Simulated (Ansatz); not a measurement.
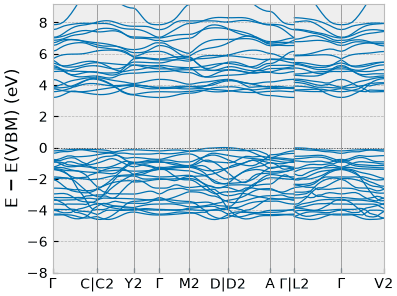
Band structure from r²SCAN (plane waves, PAW; program Ansatz)

Task: Read off the gap and where the band edges lie.

Result: About 3.2 eV (3.20 eV by a search for the band edges); maximum on the M2–D line, 90 % of the way from M2, minimum at Γ.

The material is TiO2 in space group C2/m (No. 12; Pearson symbol mS24).

The workflow started from a Materials Project entry (that database holds measured and hypothetical structures alike); the Crystallography Open Database copy checked does not list it. It is not the phase usual at ambient conditions (space group No. 61, 136, 141). Symmetry was held in the r²SCAN relaxation; whether a distortion lowers the energy is not shown. No spin polarisation was allowed.

Potentials: the earlier of the program's two PAW sets.
